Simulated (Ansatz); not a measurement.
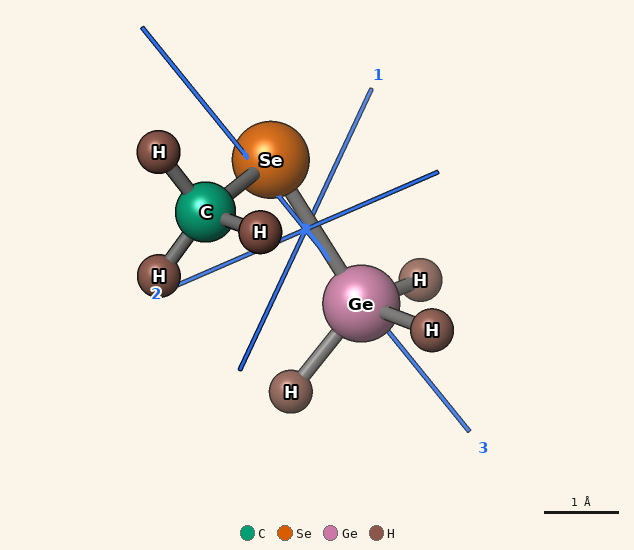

The three principal axes of inertia are drawn and numbered. Distant atoms are faded towards the background colour. The geometry was computed by an optimisation with PBE-D4/def2-SVP. No frequency run is at hand to confirm it as a minimum. Masses are those of the most abundant isotopes; constants are for the rigid equilibrium geometry.

### Which line is the a axis (least moment of inertia), which b and which c?

a is line 3, b is line 1, c is line 2; the moments are 57.7, 266, 314 u Å².

### Classify the rotor and give the rotational constants (MHz).

An asymmetric top (Cs): A = 8762, B = 1902, C = 1611 MHz. Ray's parameter κ is −0.92, close to the prolate limit.
